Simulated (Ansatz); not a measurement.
The starting structures come from a database of crystals and need not be the phases stable at ambient conditions.

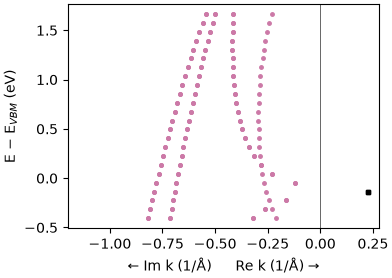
Figure: Complex bands at the centre of the two-dimensional zone; r2SCAN (Ansatz, a first-principles code)

The gap is the functional's own. No spin-orbit coupling. Mid-gap values are interpolated on the energy grid.

Question: This is Ba2PCl (R-3m, not sure to be the ambient phase, 4 atoms a cell, 35.9 Å³ an atom) along the normal of (001). Read off the slowest decay at the centre of the two-dimensional zone at 0.77 eV, the computed energy nearest the middle of the gap.

Answer: κ ≈ 0.29 1/Å, a decay length 1/(2κ) of the density of 1.7 Å.
